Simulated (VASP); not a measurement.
Here is the system:

```xyz
8
Lattice="0.0000 5.5483 5.5280 5.5483 0.0000 5.5280 2.7742 2.7742 0.0000" Properties=species:S:1:pos:R:3 pbc="T T T"
Zn     5.5484     5.5484    10.8604
Zn     5.6454     8.2255     8.3801
Zn     8.2255     5.6454     8.3801
Zn     5.5484     5.5484     5.5430
Te     1.3871     1.3871     1.3992
S      4.1513     1.3970     4.1424
S      1.3970     4.1513     4.1424
S      4.1613     4.1613     6.9048
```

Calculation: PBEsol GGA, VASP's PBE PAW potentials (set 64) (plane waves; VASP). Run with 400 eV cut-off, 4×4×8 Γ-centred mesh, tetrahedra with Blöchl corrections, potentials Zn Te S.

Unless said otherwise, spin-orbit coupling is left out, though it shifts the bands of the heavy elements here.

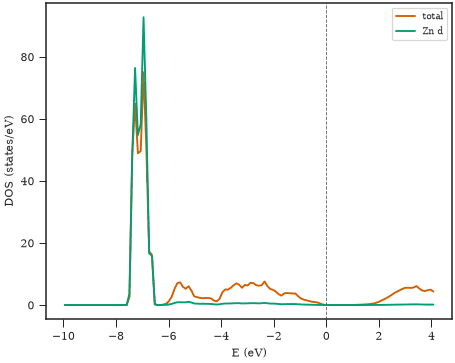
Figure: Total and projected density of states, zero at the valence-band maximum

Within 2 eV below the valence-band maximum the largest weight inside VASP's projection spheres is Te p, then S p.

The gap is direct, 0.65 eV, from the valence maximum at Γ to the conduction minimum at Γ.

The structure was generated: Zn4S3Te was put into an ordered model structure (Amm2), which need not be its known phase. It was relaxed first.
